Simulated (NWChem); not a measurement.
Converging the basis set for SbHCl (SMILES [Cl][SbH])

The species is SbHCl (3 atoms), meant as a doublet with charge 0. As SMILES, `[Cl][SbH]`. The shape is that of a PBE0-D4/def2-TZVP optimisation.

```xyz
3

Cl    1.4336    0.3559    0.8150
Sb   -0.6275    0.6308   -0.2723
H    -0.8170   -1.0515   -0.5560
```

Program: NWChem 7.3.0. Method: U-wB97X (core potential). Swept: basis set. Watched: the dipole moment. Each run: energy and properties. Hardware: 1 thread of Intel Xeon 6975P-C (Granite Rapids), shared host.

Deviations are taken from the sweep's last point, which isn't the limit.

| basis set | basis functions | value (D) | from the best (D) | wall time |
| --- | --- | --- | --- | --- |
| def2-SVP | 49 | 2.4107 | +0.0805 | 11 s |
| def2-SVPD | 67 | 2.4368 | +0.1065 | 22 s |
| def2-TZVP | 93 | 2.3736 | +0.0433 | 57 s |
| def2-TZVPD | 111 | 2.3302 | 0.0000 | 89 s |

Over the sweep the value spans 0.1065 D.

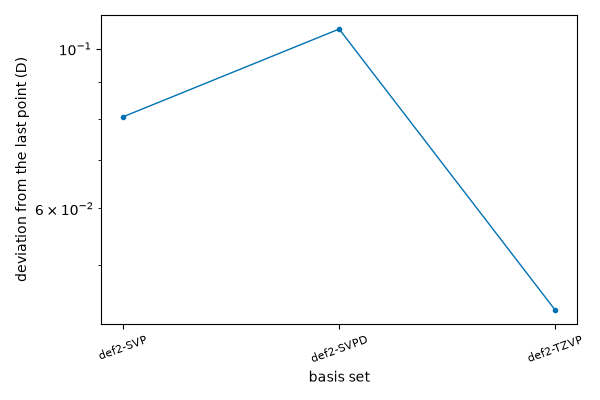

Absolute deviation from the last point of the sweep; values under 0.0001 D are drawn at that floor.
